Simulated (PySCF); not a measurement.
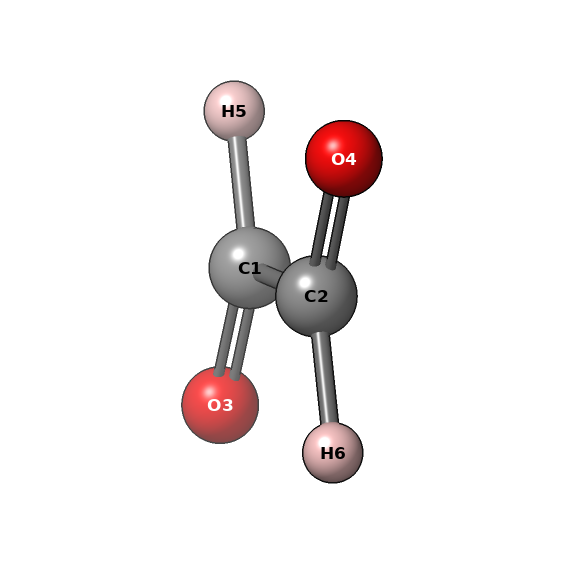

The picture comes from a calculation with PySCF.

C1 lies behind C2. The molecule seen a little off the C2–C1 bond, C2 in front. Depth is shown by fading: the farther an atom, the more it takes the colour of the background. Geometry: a fixed input geometry, not necessarily a minimum.

Question: What is the torsion angle O4–C2–C1–O3? The sign is positive where the front bond must turn clockwise to cover the back bond.

Answer: −179°, antiperiplanar (anti).
